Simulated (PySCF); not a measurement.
Molecule: Si(H)2(F)(Br), SMILES Br[SiH2]F (H2BrFSi). Atoms near the plane z = 0.0 Å, at the PBE0/def2-SVP optimised geometry (x, y, z in Å): Si1 (-0.4, -0.4, 0.0), F2 (-1.0, 1.1, 0.0), H5 (1.0, -0.4, 0.0).

Calculation: PBE0/def2-TZVP run with PySCF. Cells within 0.4 Å of a nucleus heavier than hydrogen are left out (blank, or x). The values are rescaled to run from 0 to 1.

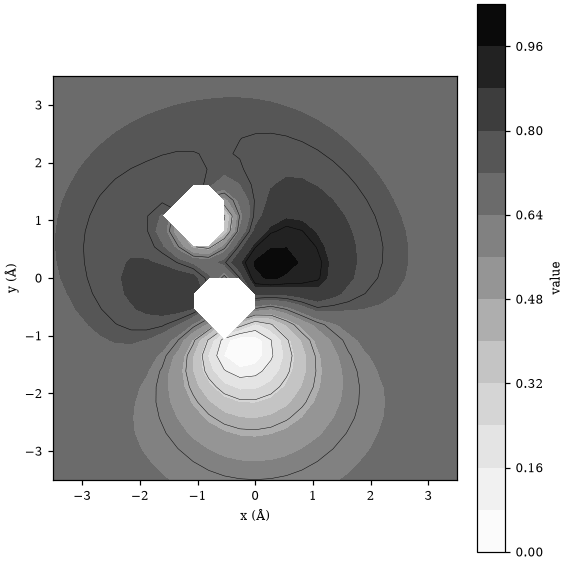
*a field on the plane z = 0.0 Å.*

Task: Which quantity is mapped?
(A) deformation density (molecule minus spherical neutral atoms)
(B) an orbital amplitude
(C) log10 of the electron density
(D) Laplacian of the electron density

Result: B, an orbital amplitude. In full: LUMO amplitude (bohr^(-3/2)).
